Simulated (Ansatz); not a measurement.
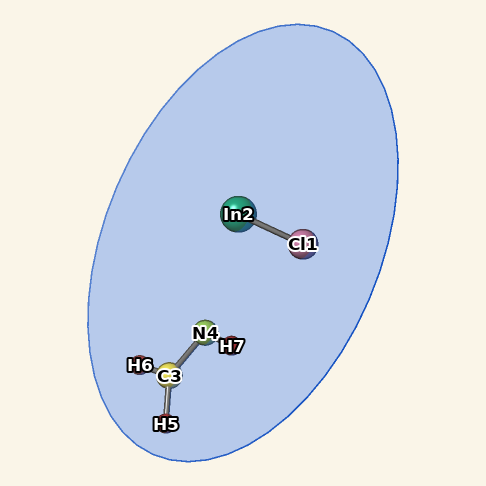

A disc through the centre of mass is drawn in. Depth is shown by fading: the farther an atom, the more it takes the colour of the background. The geometry was computed by an optimisation with PBE0-D4/def2-TZVP.

Q: Is the plane of the disc a mirror plane of the structure?

A: Yes. The reflection leaves Cl1, In2, C3, N4, H5, H6, H7 in place. The point group is Cs.
